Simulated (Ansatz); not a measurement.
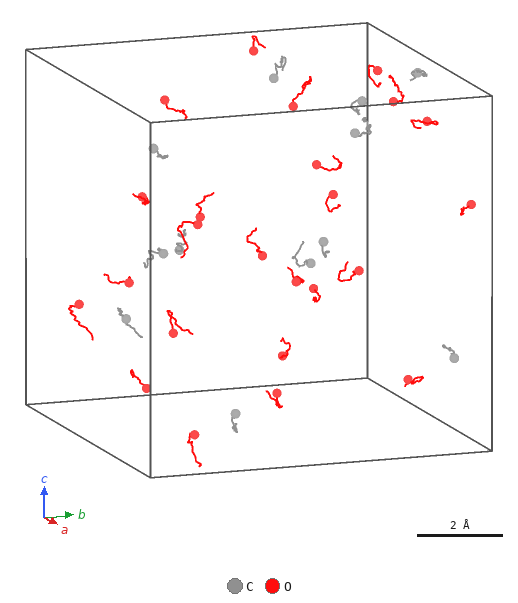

Molecular dynamics of a periodic cell with 12 CO2 at 1.384 g/cm³, 180 fs long. Lines trace each atom's path, in the colour of its element; spheres stand at the starting positions. Seen slightly off an axis in the simulation cell.

All numbers below come from DFT PBE, scalar-relativistic, plane waves, PAW in Ansatz. Set-up: plane-wave cutoff 420 eV; k-point mesh 1 × 1 × 1; Fermi-Dirac smearing 0.05 eV; Langevin thermostat (NVT); set temperature 500 K; time step 1 fs; friction 0.02 per fs.

The input:
```yaml
crystal:
  lattice:
    - [8.588917, 0.0, 0.0]
    - [0.0, 8.588917, 0.0]
    - [0.0, 0.0, 8.588917]
  atoms:
    - { symbol: C, position: [0.33609534, 0.25096517, 0.77168755] }
    - { symbol: O, position: [0.32605602, 0.28751879, 0.90340464] }
    - { symbol: O, position: [0.34453851, 0.214749, 0.64014771] }
    - { symbol: C, position: [0.31020194, 0.75805913, 0.46577774] }
    - { symbol: O, position: [0.26288687, 0.80370921, 0.58549367] }
    - { symbol: O, position: [0.35918886, 0.71121873, 0.3475287] }
    - { symbol: C, position: [0.82430511, 0.66271409, 0.8846168] }
    - { symbol: O, position: [0.8183664, 0.55262693, 0.80280997] }
    - { symbol: O, position: [0.83044951, 0.7729902, 0.9662942] }
    - { symbol: C, position: [1.02571158, 0.44009988, 0.40769201] }
    - { symbol: O, position: [1.10442033, 0.47219888, 0.51464965] }
    - { symbol: O, position: [0.94652308, 0.40616916, 0.30180683] }
    - { symbol: C, position: [0.28656361, 0.62105029, 0.9313634] }
    - { symbol: O, position: [0.16159911, 0.60762824, 0.98384739] }
    - { symbol: O, position: [0.41131628, 0.63252194, 0.87738499] }
    - { symbol: C, position: [0.69589806, 0.14875115, 0.55744241] }
    - { symbol: O, position: [0.6270481, 0.07353663, 0.46680818] }
    - { symbol: O, position: [0.76506199, 0.2242162, 0.64772906] }
    - { symbol: C, position: [0.0530494, 0.96488516, 0.79350904] }
    - { symbol: O, position: [-0.0360673, 0.95215776, 0.69060923] }
    - { symbol: O, position: [0.14248713, 0.97772446, 0.8966862] }
    - { symbol: C, position: [-0.04312367, 0.90536982, 0.25984574] }
    - { symbol: O, position: [0.01485208, 0.78581693, 0.29008813] }
    - { symbol: O, position: [-0.10023367, 1.02507334, 0.22923706] }
    - { symbol: C, position: [0.66470389, 0.37135742, 0.08373038] }
    - { symbol: O, position: [0.64651743, 0.49926727, 0.1277902] }
    - { symbol: O, position: [0.68392519, 0.2445926, 0.03777138] }
    - { symbol: C, position: [0.53086345, -0.04658773, -0.0276194] }
    - { symbol: O, position: [0.51124551, -0.06756443, 0.10619192] }
    - { symbol: O, position: [0.54927546, -0.02566262, -0.1621408] }
    - { symbol: C, position: [0.65310056, 0.59578255, 0.48784408] }
    - { symbol: O, position: [0.58339891, 0.47966488, 0.50347293] }
    - { symbol: O, position: [0.72312901, 0.71178296, 0.47280463] }
    - { symbol: C, position: [0.31316614, 0.17916911, 0.29245849] }
    - { symbol: O, position: [0.24661526, 0.06591055, 0.32854057] }
    - { symbol: O, position: [0.37705761, 0.29397034, 0.25673679] }
basis:
  ecutwfc: 420.0
kpoints:
  mp_grid: { grid: [1, 1, 1] }
hamiltonian:
  xc: pbe
scf:
  occupations: { method: fermi_dirac, width: 0.05 }
  lower_state_search: "off"
md:
  timestep: 1
  n_steps: 180
  ensemble: nvt_langevin
  temperature: 500.0
  initial_velocities: maxwell_boltzmann
  seed: 486936
  friction: 0.02
```

Launched with:
```bash
ansatz run input.yaml --threads 1 --pin off --max-ram 3072MiB --backend cpu --events-out ev --progress --plain --runs-dir out
```

Q: Describe the motion.

A: In the second half of the run the atoms are, in the root-mean-square, this far from where they began (common drift taken out): O 0.51 Å, C 0.42 Å. The heavy atoms stay within a fraction of a molecule's size of their starting places; so short a run doesn't tell a liquid from a solid. The mean temperature in the second half is 506 K (standard deviation 31 K). The potential energy in the second half lies on average 43.5 meV per atom above the first frame.

Cost: 14 min on 1 thread of Arm Neoverse V2, with other jobs on the host, peak memory 0.59 GiB.
